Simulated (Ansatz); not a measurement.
```xyz
8

C     0.2439   -1.1077    0.0742
C     1.5482   -0.7022   -0.0138
Al   -1.2605   -1.7418    1.0838
B     0.8140   -0.7354   -1.2733
F    -2.2967   -0.6053    1.7272
H    -1.6289   -3.2628    1.2634
H     2.3773   -0.5569    0.6853
H     0.6727   -0.6032   -2.4503
```

Geometry: r2SCAN-D4/def2-SVP.

Computed with isolated molecule in a Gaussian basis; Kohn-Sham density functional theory, functional PBE0 in Ansatz 0.2.0.

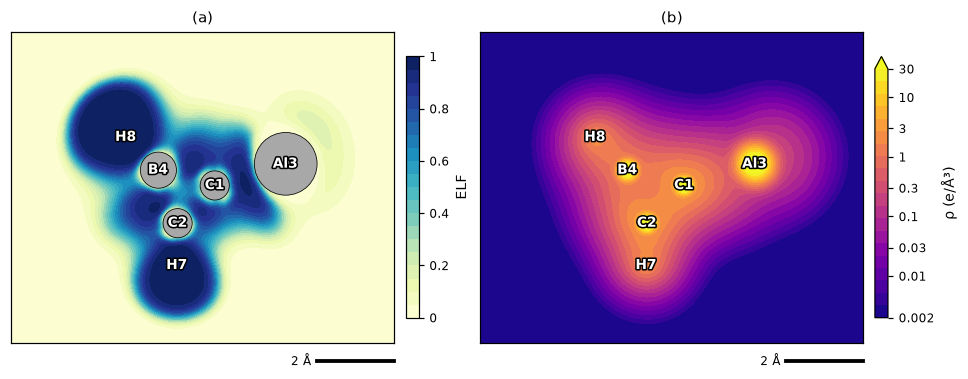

C$_{2}$H$_{3}$AlBF (SMILES [F][AlH][C]1=CB1). (a) electron localisation function; (b) electron density on the plane of atoms Al3, C1 and B4. Grey discs cover the atomic cores in the ELF map.

### What does the map show?

- Atoms in the plane: C, Al, B and H.
- C–C (1.37 Å): ρ at the midpoint is about 2.1 e/Å³; the ELF peaks at about 0.85 between the atoms, as expected for localised, covalent bonding.
- C–B (1.46 Å): the density is about 1.5 e/Å³ at the midpoint; the ELF peaks at about 0.85 between the atoms (a covalent bond).
- C–Al (1.92 Å): ρ at the midpoint is about 0.74 e/Å³; the ELF peaks at about 0.95 between the atoms; a shared but strongly polarised pair.
- C–H (1.09 Å): the density is about 2 e/Å³ at the midpoint; the ELF climbs to about 1 towards the hydrogen, as it does in any bond to H: an ordinary covalent bond to hydrogen.
- C–B (1.51 Å): the density is about 1.4 e/Å³ at the midpoint; the ELF peaks at about 0.80 between the atoms (localised, covalent bonding).
